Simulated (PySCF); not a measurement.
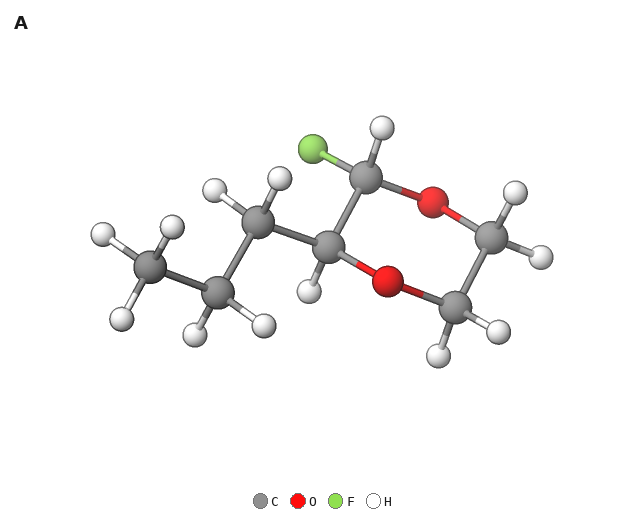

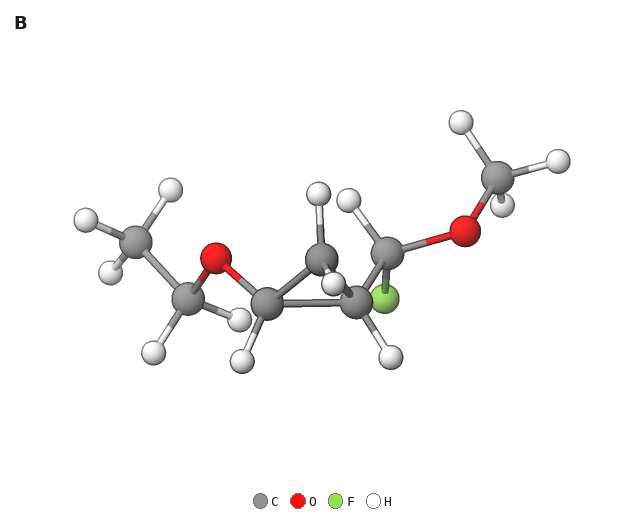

2 stationary structures of one formula. Geometries: PBE0-D3(BJ)/def2-SVP. Electronic energies: PBE0/def2-SVPD (PySCF 2.14.0), without zero-point energy. No frequency run is at hand to confirm each as a minimum. Each is one conformer, not always the lowest.

### Are they conformers, stereoisomers or constitutional isomers?

They are constitutional isomers of C7H13FO2: A `CCC[C@@H]1OCCO[C@H]1F`, B `CCO[C@@H]1C[C@@H]1[C@H](F)OC`.

### Which is lowest in energy, and by how much?

A is lowest; B lies 103.1 kJ/mol above it.
